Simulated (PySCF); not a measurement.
HfH2O3: frequency calculation

System: HfH2O3.
Method: RKS-based PBE0, Hf def2-TZVP with ECP60, O def2-TZVP, H def2-TZVP; non-relativistic Hamiltonian with a scalar-relativistic core potential; density fitting (PySCF 2.14.0).

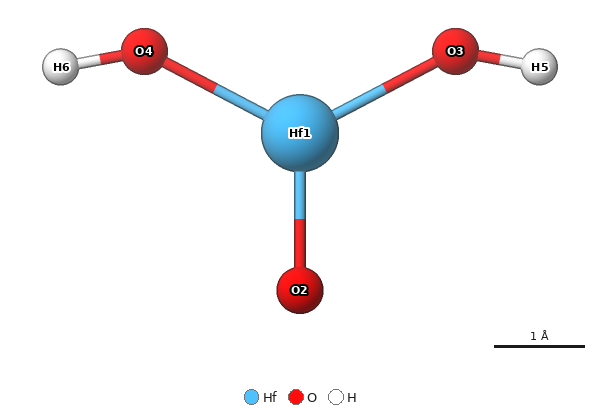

Fig. 1: The input geometry (ball-and-stick view, seen on its broad side; atoms are numbered from 1 in the order of the input). Sticks mark near contacts. Bond lengths as drawn: Hf–O 1.77 to 1.97 Å and H–O 0.95 Å.

**Results in brief**

| quantity | value |
| --- | --- |
| outcome | converged |
| total energy | −274.889303 hartree |
| HOMO | −7.93 eV |
| LUMO | −2.71 eV |
| zero-point energy | 0.027953 hartree |
| dipole moment | 2.44 D |
| wavenumbers, lowest and highest | 83i and 3968 cm⁻¹ |
| hardware | 4 threads of Arm Neoverse V2, 24 GiB of memory available, shared host |
| wall time | 77 s (CPU time 4.2 min) |
| peak memory | 1.9 GiB |

**Input file**
```python
from pyscf import gto, scf, dft
mol = gto.M(atom='''
Hf     0.008881    -0.001379     0.000000
O      1.757150    -0.272927     0.000000
O     -0.633659     1.865212     0.000000
O     -1.169578    -1.585127     0.000000
H     -0.318182     2.766491     0.000000
H     -1.142348    -2.539637     0.000000''',
    basis={'Hf': 'def2-TZVP', 'O': 'def2-TZVP', 'H': 'def2-TZVP'},
    ecp={'Hf': 'def2-TZVP'},
    charge=0, spin=0)
mf = dft.RKS(mol, xc='PBE0')
mf.grids.atom_grid = (75, 302)
aux = {'Hf': 'def2-universal-JKFIT', 'O': 'def2-universal-JKFIT', 'H': 'def2-universal-JKFIT'}
mf = mf.density_fit(auxbasis=aux)
mf.conv_tol = 1e-09
mf.diis_space = 10
mf.max_cycle = 60
mf.verbose = 4
mf.kernel()
```

The script is an equivalent of the set-up of the self-consistent field. The run itself was carried out by a driver, which started from the orbitals of the step before it where there was one and computed the further properties.

Run as:
```bash
OMP_NUM_THREADS=4 python axn.py task.json out
```

**Log**
```
init E= -274.88930289551
  HOMO = -0.291308345397879  LUMO = -0.099473457476865  gap/eV = 5.22009
cycle= 1 E= -274.889302895504  delta_E= 5.97e-12  |g|= 6.81e-06  |ddm|= 4.47e-06
  HOMO = -0.291309500972011  LUMO = -0.0994730761712042  gap/eV = 5.22014
Extra cycle  E= -274.889302895473  delta_E= 3.11e-11  |g|= 1.46e-05  |ddm|= 9.46e-06
converged SCF energy = -274.889302895473
```

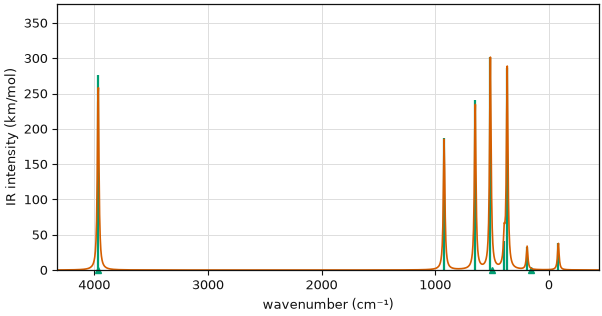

Fig. 2: Harmonic infrared spectrum, unscaled: sticks (degenerate modes added up, dark ones marked on the axis) with a Lorentzian envelope of 16 cm⁻¹ full width, scaled to the tallest stick; imaginary modes are drawn at negative wavenumbers. 12 modes from 83i to 3968 cm⁻¹, 1 imaginary beyond 8i (83i cm⁻¹): not a clean minimum; so soft a mode can be a shallow saddle, an incomplete relaxation or noise of the force constants. The strongest line is at 515 cm⁻¹ (301 km/mol). All modes, in cm⁻¹ (km/mol): 83i (38), 156 (0.2), 191 (33), 367 (287), 393 (41), 498 (0.0), 515 (301), 648 (53), 648 (188), 921 (187), 3966 (276), 3968 (0.6).
